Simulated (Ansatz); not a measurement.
# AlAsH (quartet): RPA-PBE over vertical spin and charge gaps, cc-pVTZ

How well do these functionals follow the top wave-function level for AlAsH (quartet) over vertical spin and charge gaps?

The runs use Ansatz 0.2.0, Gaussian basis; cc-pVTZ, all electrons in the functionals, frozen cores in the correlation of double hybrids and RPA.

To be run: RPA-PBE, at charge 0, quartet; charge 0, doublet; charge 0, sextet; charge 1, triplet; charge 1, quintet.

14 further runs of the same task are left out: 9 for a known fault of the program, 5 set aside as unsound or not needed.

### Step 1. The geometry

The geometry is a PBE0/def2-TZVP stationary point (not a proven minimum). No spin-orbit coupling is included. The filled d shell of As may be among the frozen orbitals whatever the setting's name suggests; the logs give the count.

3 atoms, charge 0, spin multiplicity 4.

Atoms are counted from 1 here; the program's logs count them from 0.

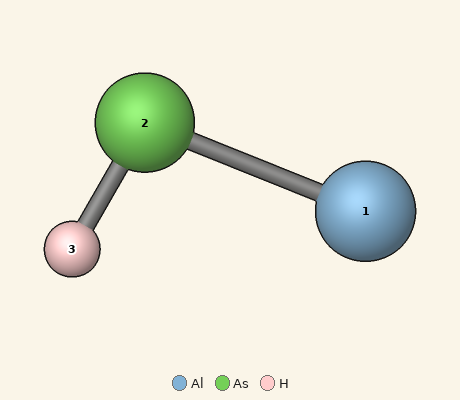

The structure; aluminium light blue, arsenic green, hydrogen pink; atoms are numbered from 1 in the order of the file.

No dispersion term is added.

The geometry shown and the zero of energy belong to the point charge 0, quartet. The yardstick, UCCSDT(Q), and other wave-function levels (R restricted, U unrestricted, valence and pair active spaces) come from earlier runs.

### Step 2. RPA-PBE, charge 0, quartet

in.yaml

```yaml
crystal:
  periodic: [false, false, false]
  atoms:
    - {symbol: Al, position_ang: [0.000000, 0.029431, 1.850804]}
    - {symbol: As, position_ang: [0.000000, -0.030581, -0.654394]}
    - {symbol: H, position_ang: [0.000000, 1.485283, -0.902155]}
basis:
  gaussian: {orbitals: cc-pVTZ}
magnetization: {spin_polarized: true, initial_magnetization: 3}
hamiltonian: {xc: {name: PBE}}
correlation: {method: rpa, electrons: outside_noble_gas}
```

Launch:

```sh
ansatz run in.yaml --threads 1 --pin off --events-out ev --progress --plain --max-ram 4096MiB --backend cpu
```

What it wrote:

```text
Functional definition: PBE
  name "PBE"
  cite "Perdew, Burke & Ernzerhof, Phys. Rev. Lett. 77, 3865 (1996) doi:10.1103/PhysRevLett.77.3865"
  parent pbe
  parameter kappa = 0.804
  parameter beta = 0.06672455060314922
  exchange = pbe_x(kappa = kappa, mu = beta*pi^2/3)
  correlation = pbe_c(beta = beta)
584 factors; integrals over basis functions are off by at most 1.2e-3 eV
mean field evaluation 1: about -67439.1582 eV, gradient 1.1e1 eV
mean field evaluation 2: about -67439.1537 eV, gradient 1.1e1 eV
mean field evaluation 4: about -67439.6638 eV, gradient 7.5e0 eV
mean field evaluation 8: about -67440.1264 eV, gradient 1.3e-1 eV
mean field evaluation 16: about -67440.1266 eV, gradient 3.8e-5 eV
mean field evaluation 32: about -67439.8667 eV, gradient 2.6e-1 eV
mean field evaluation 64: about -67440.1259 eV, gradient 7.4e-2 eV
mean field -67440.12661520 eV, -2478.3789405491 hartree, gradient 9.9e-7 eV, S^2 3.754599; 6 other end points of the search recorded, 0 dependent functions left out
19 core orbitals not correlated: weight in the atoms' cores, before any rotation towards them, 0.999 or more for the frozen orbitals, at most 0.000 for the correlated occupied ones
reference -67393.27354235 eV, -2476.6571218797 hartree; 6, 3 occupied and 66, 69 virtual orbitals, 584 factors
Total energy: -67402.13798429 eV, -2476.9828841128 hartree
```

Wall time 7 s (1 thread of AMD EPYC 7R13, shared host).

From the report: ⟨S²⟩ of the determinant 3.755 (pure quartet: 3.75).

### Step 3. RPA-PBE, charge 0, doublet

in.yaml, as its differences from that of step 2:

```diff
@@ -8,3 +8,3 @@
   gaussian: {orbitals: cc-pVTZ}
-magnetization: {spin_polarized: true, initial_magnetization: 3}
+magnetization: {spin_polarized: true, initial_magnetization: 1}
 hamiltonian: {xc: {name: PBE}}
```

Launched as before.

What it wrote, shortened:

```text
Functional definition: PBE
  name "PBE"
  cite "Perdew, Burke & Ernzerhof, Phys. Rev. Lett. 77, 3865 (1996) doi:10.1103/PhysRevLett.77.3865"
  parent pbe
[...]
584 factors; integrals over basis functions are off by at most 1.2e-3 eV
[...]
mean field -67441.66593442 eV, -2478.4355094868 hartree, gradient 6.7e-6 eV, S^2 0.768602; 13 other end points of the search recorded, 0 dependent functions left out
19 core orbitals not correlated: weight in the atoms' cores, before any rotation towards them, 1.000 or more for the frozen orbitals, at most 0.000 for the correlated occupied ones
reference -67394.22293251 eV, -2476.6920113246 hartree; 5, 4 occupied and 67, 68 virtual orbitals, 584 factors
Total energy: -67403.73004442 eV, -2477.0413912431 hartree
```

Run time: 20 s. Hardware: 1 thread of AMD EPYC 7R13, shared host.

From the report: ⟨S²⟩ of the determinant 0.769 (pure doublet: 0.75).

From charge 0, quartet: -153.6 kJ/mol.

### Step 4. RPA-PBE, charge 0, sextet

in.yaml, as its differences from that of step 3:

```diff
@@ -8,3 +8,3 @@
   gaussian: {orbitals: cc-pVTZ}
-magnetization: {spin_polarized: true, initial_magnetization: 1}
+magnetization: {spin_polarized: true, initial_magnetization: 5}
 hamiltonian: {xc: {name: PBE}}
```

Same command.

What it wrote, shortened:

```text
Functional definition: PBE
  name "PBE"
  cite "Perdew, Burke & Ernzerhof, Phys. Rev. Lett. 77, 3865 (1996) doi:10.1103/PhysRevLett.77.3865"
  parent pbe
[...]
584 factors; integrals over basis functions are off by at most 1.2e-3 eV
[...]
mean field -67435.90336155 eV, -2478.2237388400 hartree, gradient 5.1e-6 eV, S^2 8.752761; 4 other end points of the search recorded, 0 dependent functions left out
19 core orbitals not correlated: weight in the atoms' cores, before any rotation towards them, 1.000 or more for the frozen orbitals, at most 0.000 for the correlated occupied ones
reference -67390.37606903 eV, -2476.5506416994 hartree; 7, 2 occupied and 65, 70 virtual orbitals, 584 factors
Total energy: -67398.12855904 eV, -2476.8355404523 hartree
```

Run time: 6.5 s. Hardware: 1 thread of AMD EPYC 7R13, shared host.

From the report: ⟨S²⟩ of the determinant 8.753 (pure sextet: 8.75).

From charge 0, quartet: +386.9 kJ/mol.

### Step 5. RPA-PBE, charge 1, triplet

in.yaml, as its differences from that of step 4:

```diff
@@ -8,3 +8,4 @@
   gaussian: {orbitals: cc-pVTZ}
-magnetization: {spin_polarized: true, initial_magnetization: 5}
+total_charge: 1
+magnetization: {spin_polarized: true, initial_magnetization: 2}
 hamiltonian: {xc: {name: PBE}}
```

The command is unchanged.

What it wrote, shortened:

```text
Functional definition: PBE
  name "PBE"
  cite "Perdew, Burke & Ernzerhof, Phys. Rev. Lett. 77, 3865 (1996) doi:10.1103/PhysRevLett.77.3865"
  parent pbe
[...]
583 factors; integrals over basis functions are off by at most 1.2e-3 eV
[...]
mean field -67434.25622148 eV, -2478.1632075587 hartree, gradient 2.0e-6 eV, S^2 2.007758; 1 other end points of the search recorded, 0 dependent functions left out
19 core orbitals not correlated: weight in the atoms' cores, before any rotation towards them, 1.000 or more for the frozen orbitals, at most 0.000 for the correlated occupied ones
reference -67387.85885967 eV, -2476.4581359617 hartree; 5, 3 occupied and 67, 69 virtual orbitals, 583 factors
Total energy: -67396.04896782 eV, -2476.7591168848 hartree
```

Wall time 3.1 s (1 thread of AMD EPYC 7R13, shared host).

From the report: ⟨S²⟩ of the determinant 2.008 (pure triplet: 2.00).

From charge 0, quartet: +587.5 kJ/mol.

### Step 6. RPA-PBE, charge 1, quintet

in.yaml, as its differences from that of step 5:

```diff
@@ -9,3 +9,3 @@
 total_charge: 1
-magnetization: {spin_polarized: true, initial_magnetization: 2}
+magnetization: {spin_polarized: true, initial_magnetization: 4}
 hamiltonian: {xc: {name: PBE}}
```

The command is unchanged.

What it wrote, shortened:

```text
Functional definition: PBE
  name "PBE"
  cite "Perdew, Burke & Ernzerhof, Phys. Rev. Lett. 77, 3865 (1996) doi:10.1103/PhysRevLett.77.3865"
  parent pbe
[...]
583 factors; integrals over basis functions are off by at most 1.2e-3 eV
[...]
mean field -67430.12261304 eV, -2478.0113002504 hartree, gradient 5.3e-6 eV, S^2 6.001944; 8 other end points of the search recorded, 0 dependent functions left out
19 core orbitals not correlated: weight in the atoms' cores, before any rotation towards them, 1.000 or more for the frozen orbitals, at most 0.000 for the correlated occupied ones
reference -67384.70831306 eV, -2476.3423555092 hartree; 6, 2 occupied and 66, 70 virtual orbitals, 583 factors
Total energy: -67392.10910786 eV, -2476.6143297016 hartree
```

Run time: 8.5 s. Hardware: 1 thread of AMD EPYC 7R13, shared host.

From the report: ⟨S²⟩ of the determinant 6.002 (pure quintet: 6.00).

From charge 0, quartet: +967.6 kJ/mol.

### Step 7. The comparison

The yardstick is UCCSDT(Q), where the cluster series has nearly closed. It comes from earlier runs at the same points. Energies in kJ/mol, counted from charge 0, quartet; blanks weren't run or aren't comparable.

```
    level  quartet to doublet  quartet to sextet  ionisation to the triplet cation  ionisation to the quintet cation
UCCSDT(Q)                                  379.7                             562.0                             944.1
  RPA-PBE              -153.6              386.9                             587.5                             967.6
```

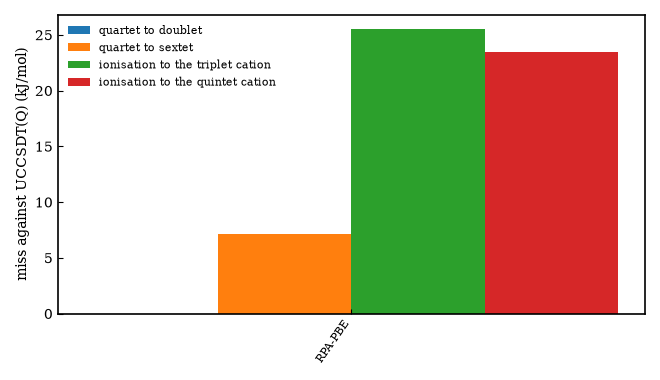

Misses of the gaps against UCCSDT(Q).

Largest miss and mean time a point (UCCSDT(Q) took 28 s a point; shared hosts):

```
  level  largest miss (kJ/mol)                             where  time a point
RPA-PBE                  +25.5  ionisation to the triplet cation         8.9 s
```

### Step 8. Outcome

| quantity | value |
| --- | --- |
| quartet to sextet, UCCSDT(Q) | 379.7 kJ/mol |
| ionisation to the triplet cation, UCCSDT(Q) | 562.0 kJ/mol |
| ionisation to the quintet cation, UCCSDT(Q) | 944.1 kJ/mol |
| largest miss, RPA-PBE | +25.5 kJ/mol (ionisation to the triplet cation) |

In words: Misses are known at 3 of 4 points at best, and only functionals with that many are ranked. RPA-PBE strays by up to 25.5 kJ/mol, at ionisation to the triplet cation. Functionals and the yardstick converge differently with the basis, so part of each miss in cc-pVTZ is the basis.
